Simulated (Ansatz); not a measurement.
**Molecular dynamics of CH$_{12}$O$_{5}$ (part 1 of 4)**

CH$_{12}$O$_{5}$ (disordered cell, 18 atoms in the cell), computed with DFT PBE-D3(BJ), scalar-relativistic, plane waves, PAW, no spin polarisation (Ansatz 0.2.0).

It belongs to a series of runs on one base structure; here: dynamics from the last frame of the run before.

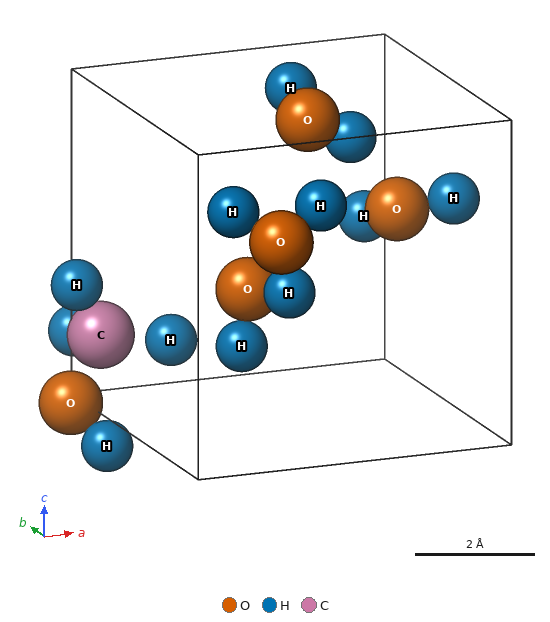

Fig. 1: The structure as given in the input (spheres-only view of the cell of the calculation, seen slightly off an axis).

### Results in brief

```json
{"quantity": "outcome", "value": "finished"}
{"quantity": "mean temperature over the second half", "value": "1457 K"}
{"quantity": "trajectory", "value": "400 steps, 200 fs"}
{"quantity": "ensemble", "value": "npt_langevin"}
{"quantity": "temperature in the input", "value": "1500.0 K"}
{"quantity": "time step", "value": "0.5 fs"}
{"quantity": "electrons treated", "value": "46"}
{"quantity": "potential energy (free energy of the electrons) (last step)", "value": "−3277.1166 eV"}
{"quantity": "Fermi energy (last step)", "value": "2.853 eV"}
{"quantity": "pressure (without the kinetic term) (last step)", "value": "9.35 GPa"}
{"quantity": "largest force (length of the vector) (last step)", "value": "6.383 eV/Å"}
{"quantity": "hardware", "value": "1 thread of Arm Neoverse V1, 24 GiB of memory available, shared host"}
{"quantity": "wall time", "value": "7.1 min"}
{"quantity": "peak memory", "value": "0.4 GiB"}
```

### Remarks

The input asks for low accuracy. The k-point mesh is coarse for a cell of this size, so the results may not be converged. So short a trajectory is not equilibrated. The logged temperature at the start can lie below the typed one, since it is counted over all degrees of freedom.

### Input file
```yaml
accuracy: low
crystal:
  lattice:
    - [5.718479, 0.0, 0.0]
    - [0.0, 5.718479, 0.0]
    - [0.0, 0.0, 5.718479]
  atoms:
    - { symbol: O, position: [0.32323261, 1.1434728, 0.65801472] }
    - { symbol: H, position: [0.45793845, 1.16429972, 0.75159825] }
    - { symbol: H, position: [0.21084667, 1.24489104, 0.73656128] }
    - { symbol: O, position: [0.89182332, 0.63528018, 0.56978808] }
    - { symbol: H, position: [1.05562348, 0.5925266, 0.5959493] }
    - { symbol: H, position: [0.8489965, 0.78815373, 0.51163591] }
    - { symbol: O, position: [0.54024075, 0.47160258, 0.92585673] }
    - { symbol: H, position: [0.6931017, 0.51152318, 0.84530093] }
    - { symbol: H, position: [0.5537268, 0.63730444, 0.97820183] }
    - { symbol: O, position: [0.36558486, 0.51412783, 0.41167601] }
    - { symbol: H, position: [0.33889271, 0.49492681, 0.24416536] }
    - { symbol: H, position: [0.43785862, 0.36314613, 0.43327705] }
    - { symbol: C, position: [1.08626073, 0.98262448, 0.17713208] }
    - { symbol: O, position: [0.94195017, 0.86194109, 0.01504084] }
    - { symbol: H, position: [1.27728745, 0.89911337, 0.16287692] }
    - { symbol: H, position: [1.01947257, 0.76697167, -0.10098566] }
    - { symbol: H, position: [1.08540065, 1.18958099, 0.13558913] }
    - { symbol: H, position: [1.00540386, 0.97107736, 0.34177642] }
basis:
  ecutwfc: 420.0
kpoints:
  mp_grid: { grid: [1, 1, 1] }
hamiltonian:
  xc: pbe
  dispersion: d3bj
scf:
  occupations: { method: fermi_dirac, width: 0.02 }
  lower_state_search: "off"
md:
  timestep: 0.5
  n_steps: 400
  ensemble: npt_langevin
  temperature: 1500.0
  initial_velocities: maxwell_boltzmann
  seed: 651022
  friction: 0.01
  pressure: 5.0
  fix_cell: [angles]
  masses: [{ species: H, mass: 2.014 }]
```

Launched with:
```bash
ansatz run input.yaml --threads 1 --pin off --max-ram 3072MiB --backend cpu --events-out ev --progress --plain --runs-dir out
```

### Log
```
Warning: md: disabling space-group detection — thermal motion breaks the input geometry's symmetry, so no spatial operation reduces the k-mesh or symmetrises the density; time reversal is kept, so that k and −k are solved as one point where they differ and the mesh holds both, and exact exchange and, on two spinor components, a DFT+U term hold to it where the run has them: on two components no moment then forms, and a state that bears one, which a typed moment (crystal.atoms[].spin; refused beside efield: under a hybrid functional) reaches, can lie lower, under hf by electronvolts; crystal.symmetry.detect: false (a key that needs symmetry detection or time reversal refuses this as the deck is read) with time_reversal: false beside it drops time reversal too
Engine: ansatz 0.2.0, aarch64-unknown-linux-gnu
Pseudopotentials: kind: paw
Pseudopotential: O, paw, valence charge 6, recommended cutoff 420 eV (normal), O.paw.azcp
Pseudopotential: H, paw, valence charge 1, recommended cutoff 420 eV (normal), H.paw.azcp
Pseudopotential: C, paw, valence charge 4, recommended cutoff 420 eV (normal), C.paw.azcp
Functional definition: PBE
  parameter kappa = 0.804
  parameter beta = 0.06672455060314922
  exchange = pbe_x(kappa = kappa, mu = beta*pi^2/3)
  correlation = pbe_c(beta = beta)
Crystal: 18 atoms, lattice volume = 187.000 Å³
Basis set: ecut = 420 eV (smoothed over ±15.0 %; plane waves to 487.9 eV, density to 1951.5 eV), 4625 PW (Γ), exchange–correlation on 90×90×90 points (8 copies of the dense FFT grid, shifted against one another)
Bands: 41, of which v1, the nominal top of the filled ones, is band 23 counted from 1 (22 counted from 0)
Symmetry: 1 space group operations
k-points: 1
Non-local potential: O, projectors of the file, l = 0: 2, l = 1: 2, l = 2: 1
Non-local potential: H, projectors of the file, l = 0: 2, l = 1: 1
Non-local potential: C, projectors of the file, l = 0: 2, l = 1: 2, l = 2: 1
PAW form: soft (Blöchl's): semilocal exchange-correlation on the pseudo side does not see the compensation charge
PAW one-centre angular grid: O, 110 points (default); XC on 64 Gauss nodes
PAW one-centre angular grid: H, 110 points (default); XC on 64 Gauss nodes
PAW one-centre angular grid: C, 110 points (default); XC on 64 Gauss nodes
Initial density: superposition of atomic densities (neutral atoms: chi_scale 0, normalization atom), corrected by the library's trained network
Initial wavefunctions: pseudopotential atomic-orbital guess
Functional: x = pbe(κ = 0.804, μ = 0.2195149727645171), c = pbe(β = 0.06672455060314922)
SCF iter   1: F=—  HF=-3278.836220 eV  |F-HF|=—  |Δ(HF+E_count)|=         —  Δρ=4.05e-3  dr2=2.52e-2  ethr=1.77e-3  ⟨swp⟩=7.0  Hψ=220  notcnv=0  defer=1
preconditioner: auto → Resta (q_TF=auto, 2.160 Å⁻¹)  ε∞=2.2  [insulator: Δε(μ)=3.968 eV  Ē_g=16.969 eV  σ=0.020 eV  W_gap=1.00  n_scr=26 (ndim 8)  ℏωp=18.4 eV  f_vac=0.255  D(μ)=0.00/eV (n_scr^D=0)  ε∞_Penn≈2.2]
SCF iter   2: F=—  HF=-3278.828946 eV  |F-HF|=—  |Δ(HF+E_count)|=   7.27e-3  Δρ=1.88e-3  dr2=4.28e-3  ethr=5.49e-5  ⟨swp⟩=2.0  Hψ=68  notcnv=0  defer=12
SCF iter   3: F=—  HF=-3278.828401 eV  |F-HF|=—  |Δ(HF+E_count)|=   5.45e-4  Δρ=6.73e-4  dr2=1.06e-3  ethr=9.30e-6  ⟨swp⟩=2.0  Hψ=52  notcnv=0  defer=12
SCF iter   4: F=—  HF=-3278.828286 eV  |F-HF|=—  |Δ(HF+E_count)|=   1.15e-4  Δρ=2.02e-4  dr2=7.13e-5  ethr=2.30e-6  ⟨swp⟩=2.0  Hψ=53  notcnv=0  defer=12
SCF iter   5: F=—  HF=-3278.828233 eV  |F-HF|=—  |Δ(HF+E_count)|=   5.34e-5  Δρ=9.24e-5  dr2=1.43e-5  ethr=1.55e-7  ⟨swp⟩=2.0  Hψ=52  notcnv=0  defer=12
SCF iter   6: F=—  HF=-3278.828235 eV  |F-HF|=—  |Δ(HF+E_count)|=   2.06e-6  Δρ=2.97e-5  dr2=1.22e-6  ethr=3.10e-8  ⟨swp⟩=2.0  Hψ=52  notcnv=0  defer=12
SCF iter   7: F=—  HF=-3278.828235 eV  |F-HF|=—  |Δ(HF+E_count)|=   1.52e-7  Δρ=9.83e-6  dr2=1.59e-7  ethr=2.65e-9  ⟨swp⟩=2.0  Hψ=52  notcnv=0  defer=12
SCF iter   8: F=-3278.828235 eV  HF=-3278.828235 eV  |F-HF|=5.94e-9  |Δ(HF+E_count)|=   1.48e-8  Δρ=2.31e-6  dr2=1.16e-8  ethr=3.91e-11  ⟨swp⟩=3.0  Hψ=138  notcnv=0
SCF 1 converged in 8 iterations: F = -3278.828235 eV  dr2 = 1.16e-8
  greatest PAW one-centre occupation: 0.870 electrons in one spin orbital (limit 2), on the O atom at site 0 (counted from 0), in its partial waves of l = 0
md step     0: t =     0.00 fs  T =  1416.7 K  F+E_penalty+E_count = -3278.82823477 eV  E_kin = 3.296130 eV  conserved = -3270.37246710 eV  P_inst = 1.6172 GPa  V = 187.0000 Å³  selection 1  (8 SCF iters)
Crystal: 18 atoms, lattice volume = 187.012 Å³
Initial density: handed on by an earlier stage of this run
Initial wavefunctions: those handed on with the density
iter 1 solved again at ethr=6.03e-5 eV; its pass at ethr=3.10e-3 eV (dr2=2.77e-2 eV) is discarded
SCF iter   1: F=—  HF=-3278.820060 eV  |F-HF|=—  |Δ(HF+E_count)|=         —  Δρ=5.25e-3  dr2=2.86e-2  ethr=6.03e-5  ⟨swp⟩=3.0  Hψ=213  notcnv=0
preconditioner: auto → Resta (q_TF=auto, 2.160 Å⁻¹)  ε∞=2.2  [insulator: Δε(μ)=3.903 eV  Ē_g=16.819 eV  σ=0.020 eV  W_gap=1.00  n_scr=26 (ndim 8)  ℏωp=18.4 eV  f_vac=0.261  D(μ)=0.00/eV (n_scr^D=0)  ε∞_Penn≈2.2]
SCF iter   2: F=—  HF=-3278.814264 eV  |F-HF|=—  |Δ(HF+E_count)|=   5.80e-3  Δρ=2.21e-3  dr2=3.13e-3  ethr=6.03e-5  ⟨swp⟩=2.0  Hψ=77  notcnv=0
SCF iter   3: F=—  HF=-3278.814199 eV  |F-HF|=—  |Δ(HF+E_count)|=   6.51e-5  Δρ=9.31e-4  dr2=5.92e-4  ethr=6.81e-6  ⟨swp⟩=2.0  Hψ=52  notcnv=0
SCF iter   4: F=—  HF=-3278.814284 eV  |F-HF|=—  |Δ(HF+E_count)|=   8.46e-5  Δρ=1.91e-4  dr2=4.95e-5  ethr=1.29e-6  ⟨swp⟩=2.0  Hψ=55  notcnv=0
SCF iter   5: F=—  HF=-3278.814222 eV  |F-HF|=—  |Δ(HF+E_count)|=   6.12e-5  Δρ=5.43e-5  dr2=5.32e-6  ethr=1.08e-7  ⟨swp⟩=2.0  Hψ=64  notcnv=0
SCF iter   6: F=—  HF=-3278.814230 eV  |F-HF|=—  |Δ(HF+E_count)|=   7.25e-6  Δρ=2.86e-5  dr2=1.33e-6  ethr=1.16e-8  ⟨swp⟩=2.0  Hψ=56  notcnv=0
SCF iter   7: F=—  HF=-3278.814230 eV  |F-HF|=—  |Δ(HF+E_count)|=   8.54e-9  Δρ=6.41e-6  dr2=7.91e-8  ethr=2.89e-9  ⟨swp⟩=2.0  Hψ=59  notcnv=0
SCF iter   8: F=-3278.814230 eV  HF=-3278.814230 eV  |F-HF|=3.14e-9  |Δ(HF+E_count)|=   4.34e-8  Δρ=1.41e-6  dr2=3.51e-9  ethr=3.91e-11  ⟨swp⟩=5.0  Hψ=126  notcnv=0
SCF 2 converged in 8 iterations: F = -3278.814230 eV  dr2 = 3.51e-9
  greatest PAW one-centre occupation: 0.869 electrons in one spin orbital (limit 2), on the O atom at site 0 (counted from 0), in its partial waves of l = 0
md step     1: t =     0.50 fs  T =  1477.1 K  F+E_penalty+E_count = -3278.81422973 eV  E_kin = 3.436759 eV  conserved = -3270.37159620 eV  P_inst = 0.6210 GPa  V = 187.0123 Å³  selection 1  (8 SCF iters)
[... from here on the SCF iterations and repeated set-up lines of each step are left out, up to the last step ...]
md step     2: t =     1.00 fs  T =  1527.4 K  F+E_penalty+E_count = -3278.72955711 eV  E_kin = 3.553822 eV  conserved = -3270.37004511 eV  P_inst = -0.1245 GPa  V = 187.0385 Å³  selection 1  (8 SCF iters)
md step     3: t =     1.50 fs  T =  1405.3 K  F+E_penalty+E_count = -3278.59495603 eV  E_kin = 3.269625 eV  conserved = -3270.36696666 eV  P_inst = -0.8157 GPa  V = 187.0735 Å³  selection 1  (8 SCF iters)
md step     4: t =     2.00 fs  T =  1398.8 K  F+E_penalty+E_count = -3278.44252156 eV  E_kin = 3.254520 eV  conserved = -3270.36536691 eV  P_inst = -1.2421 GPa  V = 187.1167 Å³  selection 1  (8 SCF iters)
md step     5: t =     2.50 fs  T =  1364.4 K  F+E_penalty+E_count = -3278.29685497 eV  E_kin = 3.174435 eV  conserved = -3270.36405125 eV  P_inst = -1.6321 GPa  V = 187.1607 Å³  selection 1  (6 SCF iters)
md step     6: t =     3.00 fs  T =  1316.5 K  F+E_penalty+E_count = -3278.18238767 eV  E_kin = 3.062978 eV  conserved = -3270.36327409 eV  P_inst = -1.9700 GPa  V = 187.2009 Å³  selection 1  (6 SCF iters)
md step     7: t =     3.50 fs  T =  1287.9 K  F+E_penalty+E_count = -3278.11607950 eV  E_kin = 2.996587 eV  conserved = -3270.36334787 eV  P_inst = -2.2597 GPa  V = 187.2364 Å³  selection 1  (6 SCF iters)
md step     8: t =     4.00 fs  T =  1283.0 K  F+E_penalty+E_count = -3278.09291391 eV  E_kin = 2.985123 eV  conserved = -3270.36394188 eV  P_inst = -2.4567 GPa  V = 187.2739 Å³  selection 1  (6 SCF iters)
md step     9: t =     4.50 fs  T =  1279.0 K  F+E_penalty+E_count = -3278.11077071 eV  E_kin = 2.975715 eV  conserved = -3270.36400275 eV  P_inst = -2.5377 GPa  V = 187.3114 Å³  selection 1  (6 SCF iters)
md step    10: t =     5.00 fs  T =  1279.5 K  F+E_penalty+E_count = -3278.16916055 eV  E_kin = 2.976971 eV  conserved = -3270.36442746 eV  P_inst = -2.4820 GPa  V = 187.3442 Å³  selection 1  (8 SCF iters)
md step    11: t =     5.50 fs  T =  1321.5 K  F+E_penalty+E_count = -3278.25324012 eV  E_kin = 3.074702 eV  conserved = -3270.36548472 eV  P_inst = -2.2514 GPa  V = 187.3742 Å³  selection 1  (6 SCF iters)
md step    12: t =     6.00 fs  T =  1437.7 K  F+E_penalty+E_count = -3278.34867678 eV  E_kin = 3.345015 eV  conserved = -3270.36651898 eV  P_inst = -1.7812 GPa  V = 187.3938 Å³  selection 1  (6 SCF iters)
md step    13: t =     6.50 fs  T =  1478.4 K  F+E_penalty+E_count = -3278.44231581 eV  E_kin = 3.439700 eV  conserved = -3270.36742864 eV  P_inst = -1.2771 GPa  V = 187.4087 Å³  selection 1  (6 SCF iters)
md step    14: t =     7.00 fs  T =  1521.3 K  F+E_penalty+E_count = -3278.51828111 eV  E_kin = 3.539546 eV  conserved = -3270.36976011 eV  P_inst = -0.6669 GPa  V = 187.4160 Å³  selection 1  (6 SCF iters)
md step    15: t =     7.50 fs  T =  1560.7 K  F+E_penalty+E_count = -3278.54566481 eV  E_kin = 3.631221 eV  conserved = -3270.37164017 eV  P_inst = 0.0487 GPa  V = 187.4098 Å³  selection 1  (6 SCF iters)
md step    16: t =     8.00 fs  T =  1513.4 K  F+E_penalty+E_count = -3278.50635340 eV  E_kin = 3.521298 eV  conserved = -3270.37198598 eV  P_inst = 0.8288 GPa  V = 187.4009 Å³  selection 1  (6 SCF iters)
md step    17: t =     8.50 fs  T =  1476.0 K  F+E_penalty+E_count = -3278.40589285 eV  E_kin = 3.434131 eV  conserved = -3270.37121245 eV  P_inst = 1.7835 GPa  V = 187.3952 Å³  selection 1  (6 SCF iters)
md step    18: t =     9.00 fs  T =  1296.4 K  F+E_penalty+E_count = -3278.25928827 eV  E_kin = 3.016282 eV  conserved = -3270.36859156 eV  P_inst = 2.5681 GPa  V = 187.3928 Å³  selection 1  (6 SCF iters)
md step    19: t =     9.50 fs  T =  1280.0 K  F+E_penalty+E_count = -3278.09655188 eV  E_kin = 2.978078 eV  conserved = -3270.36640513 eV  P_inst = 3.5010 GPa  V = 187.4010 Å³  selection 1  (6 SCF iters)
md step    20: t =    10.00 fs  T =  1221.4 K  F+E_penalty+E_count = -3277.97209172 eV  E_kin = 2.841715 eV  conserved = -3270.36312176 eV  P_inst = 4.1313 GPa  V = 187.4321 Å³  selection 1  (8 SCF iters)
md step    21: t =    10.50 fs  T =  1194.0 K  F+E_penalty+E_count = -3277.92762097 eV  E_kin = 2.777995 eV  conserved = -3270.36297390 eV  P_inst = 4.4369 GPa  V = 187.4802 Å³  selection 1  (6 SCF iters)
md step    22: t =    11.00 fs  T =  1227.6 K  F+E_penalty+E_count = -3277.95085027 eV  E_kin = 2.856145 eV  conserved = -3270.36458115 eV  P_inst = 4.5487 GPa  V = 187.5362 Å³  selection 1  (6 SCF iters)
md step    23: t =    11.50 fs  T =  1161.5 K  F+E_penalty+E_count = -3278.02097791 eV  E_kin = 2.702412 eV  conserved = -3270.36577096 eV  P_inst = 4.3132 GPa  V = 187.5986 Å³  selection 1  (6 SCF iters)
md step    24: t =    12.00 fs  T =  1187.2 K  F+E_penalty+E_count = -3278.11088658 eV  E_kin = 2.762253 eV  conserved = -3270.36654437 eV  P_inst = 3.9791 GPa  V = 187.6672 Å³  selection 1  (6 SCF iters)
md step    25: t =    12.50 fs  T =  1187.8 K  F+E_penalty+E_count = -3278.19361121 eV  E_kin = 2.763743 eV  conserved = -3270.36550670 eV  P_inst = 3.4642 GPa  V = 187.7355 Å³  selection 1  (6 SCF iters)
md step    26: t =    13.00 fs  T =  1226.2 K  F+E_penalty+E_count = -3278.26805030 eV  E_kin = 2.852887 eV  conserved = -3270.36582902 eV  P_inst = 2.8793 GPa  V = 187.7957 Å³  selection 1  (6 SCF iters)
md step    27: t =    13.50 fs  T =  1223.1 K  F+E_penalty+E_count = -3278.32519871 eV  E_kin = 2.845828 eV  conserved = -3270.36583314 eV  P_inst = 2.1088 GPa  V = 187.8494 Å³  selection 1  (6 SCF iters)
md step    28: t =    14.00 fs  T =  1233.2 K  F+E_penalty+E_count = -3278.36026688 eV  E_kin = 2.869201 eV  conserved = -3270.36563427 eV  P_inst = 1.2893 GPa  V = 187.9036 Å³  selection 1  (6 SCF iters)
md step    29: t =    14.50 fs  T =  1198.7 K  F+E_penalty+E_count = -3278.38445242 eV  E_kin = 2.788926 eV  conserved = -3270.36543766 eV  P_inst = 0.4145 GPa  V = 187.9555 Å³  selection 1  (6 SCF iters)
md step    30: t =    15.00 fs  T =  1221.5 K  F+E_penalty+E_count = -3278.39825536 eV  E_kin = 2.842016 eV  conserved = -3270.36565967 eV  P_inst = -0.3701 GPa  V = 188.0080 Å³  selection 1  (8 SCF iters)
md step    31: t =    15.50 fs  T =  1227.5 K  F+E_penalty+E_count = -3278.39823619 eV  E_kin = 2.856035 eV  conserved = -3270.36630071 eV  P_inst = -1.1540 GPa  V = 188.0613 Å³  selection 1  (6 SCF iters)
md step    32: t =    16.00 fs  T =  1223.1 K  F+E_penalty+E_count = -3278.38055263 eV  E_kin = 2.845718 eV  conserved = -3270.36564491 eV  P_inst = -1.8858 GPa  V = 188.1112 Å³  selection 1  (6 SCF iters)
md step    33: t =    16.50 fs  T =  1225.6 K  F+E_penalty+E_count = -3278.34742028 eV  E_kin = 2.851480 eV  conserved = -3270.36498120 eV  P_inst = -2.5367 GPa  V = 188.1687 Å³  selection 1  (6 SCF iters)
md step    34: t =    17.00 fs  T =  1231.7 K  F+E_penalty+E_count = -3278.30599296 eV  E_kin = 2.865857 eV  conserved = -3270.36477555 eV  P_inst = -3.0960 GPa  V = 188.2244 Å³  selection 1  (6 SCF iters)
md step    35: t =    17.50 fs  T =  1208.2 K  F+E_penalty+E_count = -3278.27244829 eV  E_kin = 2.811063 eV  conserved = -3270.36393406 eV  P_inst = -3.5556 GPa  V = 188.2696 Å³  selection 1  (6 SCF iters)
```
